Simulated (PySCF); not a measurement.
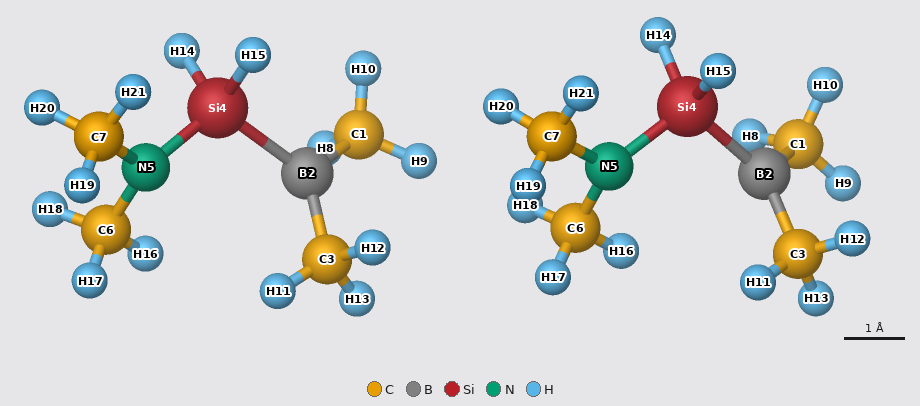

Two geometries of C4H14BNSi, drawn at one scale. One is the start of a relaxation, the other its converged end. Style: ball-and-stick. Shown from a free direction.

These are results of PySCF 2.14.0, density-fitted response routines, PBE0-D3(BJ)/def2-SVP geometry optimisation, gas phase, not measurements. 

**Which geometry has the lower energy?**

The left one is the relaxed one. The start comes from GFN2-xTB. The largest move after the best rigid fit is that of H9, 0.85 Å. By element the largest moves are H 0.85 Å, C 0.41 Å, Si 0.29 Å, B 0.11 Å, N 0.06 Å. Some distances before and after: B2–Si4 1.966 → 2.032 Å, Si4–H15 1.479 → 1.503 Å, Si4–H14 1.491 → 1.514 Å, C1–H8 1.091 → 1.110 Å. Among the angles between lasting bonds that change: B2–C1–H8 110.7° → 103.7°, B2–Si4–H15 115.3° → 108.7°, B2–C1–H10 110.2° → 115.4°. Groups turn about B2–Si4 by about 25°, C1–B2 by about 25°. The energy falls by 4.14 kcal/mol in 11 geometry steps.
